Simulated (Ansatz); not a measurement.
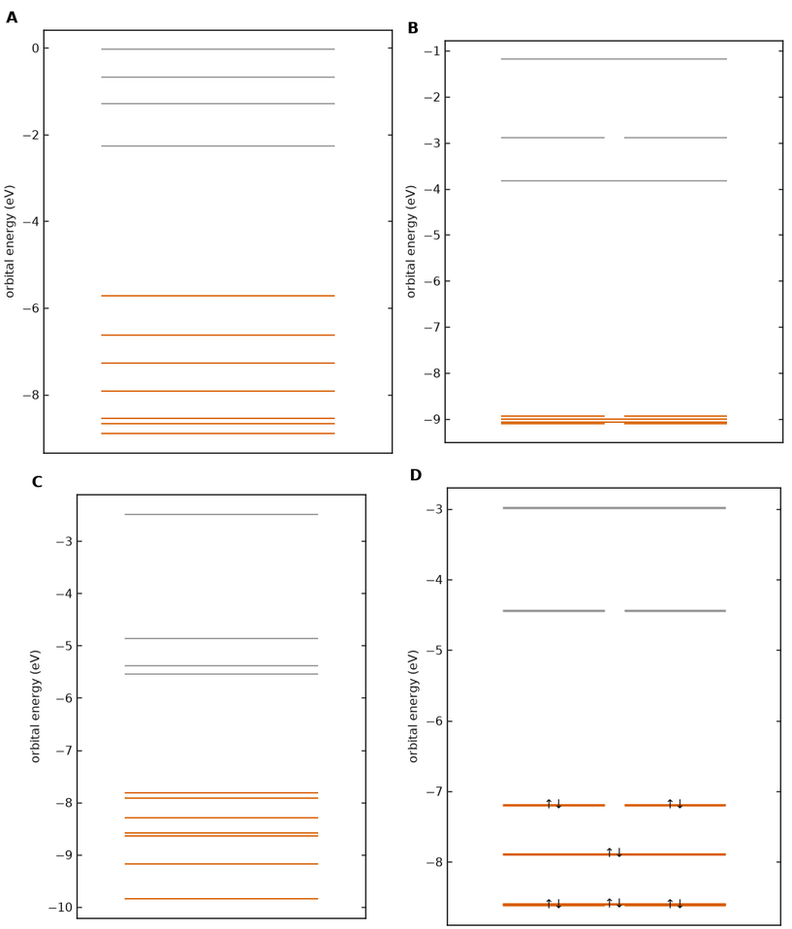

Kohn-Sham orbital energies near the frontier, LDA (SPW92)/def2-TZVPP in the Ansatz code 0.2.0, at a PBE0-D4/def2-TZVP geometry (a minimum by its frequencies), isolated molecule; empty levels in grey, levels within 0.03 eV side by side.

**Pair each panel with its molecule.**
1. InPF₆, SMILES F[P+](F)(F)[In-]([F])([F])[F], singlet
2. C₂H₉OSbSi, SMILES CC[O][SbH][SiH3], singlet
3. MoH₂O₂Cl₂F₂, SMILES [OH][Mo]([OH])([F])([F])([Cl])[Cl], singlet
4. CH₃Cl₃NV, SMILES C[N]=[V]([Cl])([Cl])[Cl], singlet

A: 2 (HOMO −5.73 eV, LUMO −2.27 eV)
B: 1 (HOMO −8.94 eV, LUMO −3.82 eV)
C: 3 (HOMO −7.81 eV, LUMO −5.55 eV)
D: 4 (HOMO −7.20 eV, LUMO −4.44 eV)

Limits of at least one run: core potentials past krypton; one conformer of a flexible molecule; spin-orbit coupling is left out, and with In it can shift these levels and split any degenerate set; spin-orbit coupling is left out, and with Sb it can shift these levels and split any degenerate set.
